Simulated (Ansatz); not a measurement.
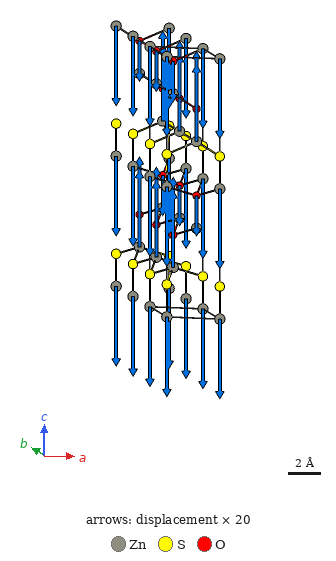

This is a relaxation of crystalline Zn3SO2 (a generated structure, set up in P6_3mc) (coarse preliminary run). The starting structure is drawn; blue arrows show the displacements (the part carried along by the change of the cell is left out), 20 times their true length.

Style: ball-and-stick. Shown: the cell of the calculation, repeated 1 × 3 × 1 with one cell outlined, slightly off an axis.

These are results of DFT PBE, scalar-relativistic, plane waves, PAW (Ansatz), not measurements. (plane-wave cutoff 420 eV; k-point mesh 6 × 6 × 1; occupations gaussian; smearing width 0.1 eV; no spin polarisation; cell and atoms relaxed; force threshold 0.04 eV/Å; at most 70 steps)

**Atoms of which element are displaced furthest, and by how much?**

Zinc: up to 0.29 Å, against 0.15 Å for oxygen.

**What did the optimiser do to the structure, and how much energy did it gain?**

After 4 accepted moves (5 points after the start) the energy has fallen by 146 meV per atom. Largest force component: 2.9 eV/Å at the start, 0.0076 eV/Å at the end. Pressure: 7.10 GPa at the start and 0.12 GPa at the end. The SCF was repeated once at an unchanged geometry on a basis and grid sized afresh for the cell, which shifted the energy by 1.2 meV per atom at most. The largest moves relative to the cell, 0.29 Å, are those of Zn atoms. By element the largest moves are Zn 0.29 Å, O 0.15 Å, S 0.05 Å. The volume changes by +2.8 %, with a = b 3.431 → 3.457 Å (+0.8 %), c 16.820 → 17.029 Å (+1.2 %). Among the contacts that change: S–Zn 2.102 → 2.341 Å, S–Zn 2.101 → 2.256 Å, O–Zn 2.102 → 1.980 Å, O–Zn 2.101 → 2.079 Å. Among the angles between lasting bonds that change: Zn–S–Zn 109.5° → 100.0°, S–Zn–S 109.5° → 100.0°, Zn–S–Zn 109.5° → 117.8°. The space group stays P6_3mc (No. 186).
